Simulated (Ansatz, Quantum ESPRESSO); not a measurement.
## KSrCl3 (Pm-3m): Raman and infrared activity: relaxing the cell and atoms

Quantum ESPRESSO 8.0 development, patched; DFT LDA, scalar-relativistic, plane waves, PseudoDojo norm-conserving pseudopotentials.

The structure was built from a prototype and need not be the compound's stable phase.

The structure is cubic, space group Pm-3m (No. 221). The conventional cell has a = 5.801 Å, b = 5.801 Å, c = 5.801 Å, α = 90.00°, β = 90.00°, γ = 90.00°. Nearest to K lie 12 Cl at 4.10 Å. Nearest to Sr lie 6 Cl at 2.90 Å. Nearest to Cl lie 2 Sr at 2.90 Å. Farther neighbours and most contacts between anions are not listed.

Step by step:

```
step  energy less that of the first step (eV)  largest force (eV/Å)  pressure (GPa)  volume (Å³)
   1                                   0.0000                0.0000           -3.04       195.17
   2                                  -0.0554                0.0000           -2.86       192.16
   3                                  -0.1306                0.0000           -2.55       187.71
   4                                  -0.2241                0.0000           -2.00       181.16
   5                                  -0.3139                0.0000           -0.96       171.62
   6                                  -0.3337                0.0000            0.20       163.73
   7                                  -0.3345                0.0000           -0.01       165.06
   8                                  -0.3345                0.0000            0.00       164.97
   9                                  -0.3345                0.0000            0.00       164.97
  10                                  -0.3319                0.0000           -0.03       164.97
```

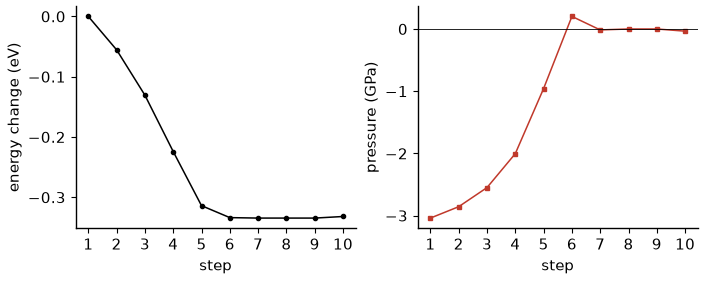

Energy and pressure along the relaxation.

```
conventional cell, symmetrised  before  after   change
                         a (Å)   5.801  5.484   -5.5 %
                         b (Å)   5.801  5.484   -5.5 %
                         c (Å)   5.801  5.484   -5.5 %
              volume (Å³/atom)   39.03  32.99  -15.5 %
```

Final coordinates:

```
K Sr Cl
1.0
     5.48444    0.00000    0.00000
     0.00000    5.48444    0.00000
     0.00000    0.00000    5.48444
K Sr Cl
1 1 3
Direct
  0.00000 0.00000 0.00000
  0.50000 0.50000 0.50000
  0.50000 0.50000 0.00000
  0.50000 0.00000 0.50000
  0.00000 0.50000 0.50000
```

The last row of the table of steps is pw.x's closing run on a basis chosen anew for the final cell, so its energy can jump.

Numbers from this step:

```yaml
volume_per_atom: 32.99 Å³
pressure: -0.03500 GPa
gap_on_the_k_mesh: 4.251 eV
```

The volume changes by -15.5 % from the cell with which this run began.

**Question.** Which input gives these results?

The system, level and task follow from the heading and the kind of results. Meshes, cutoffs and thresholds can't be read from the results; these are the ones that the run used.

Contents of relax.in:

```
 &control
    calculation='vc-relax',
    prefix='x',
    outdir='./tmp',
    pseudo_dir='./pseudo',
    tprnfor=.true.,
    tstress=.true.,
    forc_conv_thr=2.0d-05,
    etot_conv_thr=1.0d-07,
    nstep=40,
 /
 &system
    ibrav=1,
    celldm(1)=10.96154536,
    nat=5,
    ntyp=3,
    ecutwfc=64.0,
    occupations='fixed',
    nbnd=22,
 /
 &electrons
    conv_thr=1.0d-11,
    mixing_beta=0.7,
    electron_maxstep=100,
 /
 &ions
 /
 &cell
    press_conv_thr=0.2,
 /
ATOMIC_SPECIES
 K      39.0983  K.upf
 Sr     87.6200  Sr.upf
 Cl     35.4500  Cl.upf
ATOMIC_POSITIONS crystal
 K      0.000000000   0.000000000   0.000000000
 Sr     0.500000000   0.500000000   0.500000000
 Cl     0.500000000   0.500000000   0.000000000
 Cl     0.500000000   0.000000000   0.500000000
 Cl     0.000000000   0.500000000   0.500000000
K_POINTS automatic
 4 4 4 0 0 0
```

Command:

```sh
OMP_NUM_THREADS=1 mpirun -n 4 pw.x -nk 4 -in relax.in > relax.out
```

[Host names and launcher messages were left out of these logs when they were recorded.]

[Logs are printed without paths, hosts, clocks, repeated set-up lines and the standing remarks that a program may print on its own settings, such as how far it seeks lower states.]

[Hosts, paths, dates, database ids (printed as entryN), source tags and the programs' standing remarks are cut or masked in the printed files.]
